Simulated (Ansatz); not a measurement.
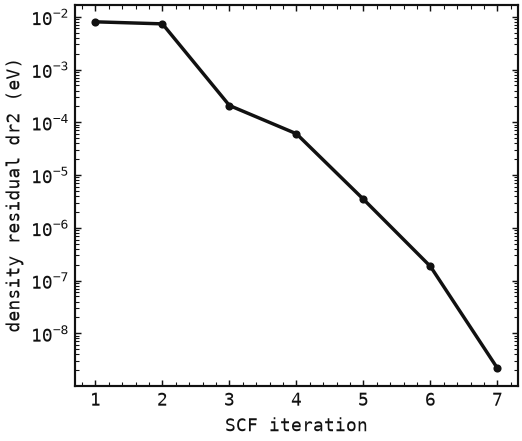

The plot shows the SCF iterations of a calculation: density residual dr2. The starting density is a sum of atomic densities corrected by a trained network.

Ir (1 atom in the cell), run with Ansatz.

```
crystal:
  lattice:
    - [0.0, 3.6287655, 3.6287655]
    - [3.6287655, 0.0, 3.6287655]
    - [3.6287655, 3.6287655, 0.0]
  atoms:
    - { symbol: Ir, position: [0.0, 0.0, 0.0] }
basis:
  ecutwfc: 420
kpoints:
  mp_grid: { grid: [18, 18, 18] }
hamiltonian:
  xc: pbe
  dispersion: d3bj
scf:
  occupations: { method: gaussian, width: 0.1 }
  max_iter: 100
output:
  forces: true
  eigenvalues: true
  stress: true
```

Launched with:
```bash
ansatz run input.yaml --threads 4 --pin off --max-ram 10240MiB --backend cpu --events-out ev --progress --plain --runs-dir out
```

Question: How did this run end?

Answer: Converged, in 7 iterations. The residual falls at every step.

Question: Read the residual at the first and at the last step drawn.

Answer: It starts near 8 × 10⁻³ and ends near 2 × 10⁻⁹ eV.

Question: Is anything amiss with this input?

Answer: The input holds a fault (a lattice typed in bohr). The SCF closed all the same, which doesn't make the results meaningful for the real system.
